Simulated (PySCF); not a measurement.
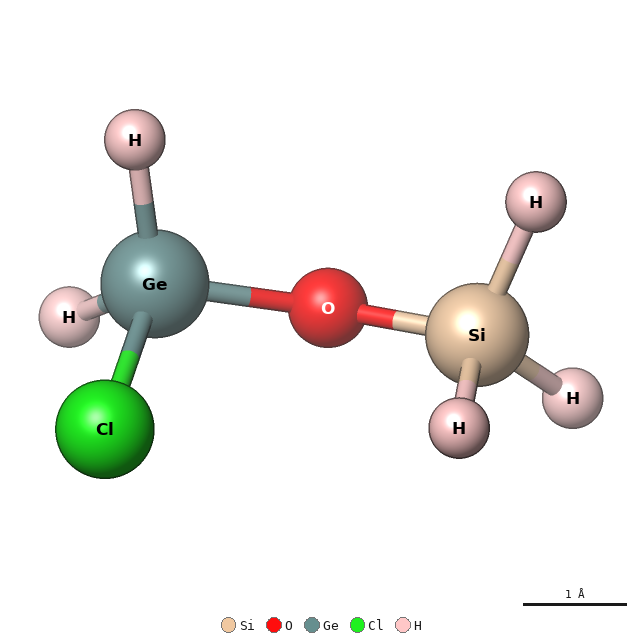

Distant atoms are faded towards the background colour. The geometry was computed by an optimisation with PBE0-D3(BJ)/def2-SVP. No frequency run is at hand to confirm it as a minimum. Masses are those of the most abundant isotopes; constants are for the rigid equilibrium geometry.

Classify the rotor and give the rotational constants (MHz).

An asymmetric top (C1): A = 4246, B = 1603, C = 1209 MHz. Ray's parameter κ is −0.74, nearer the prolate limit.
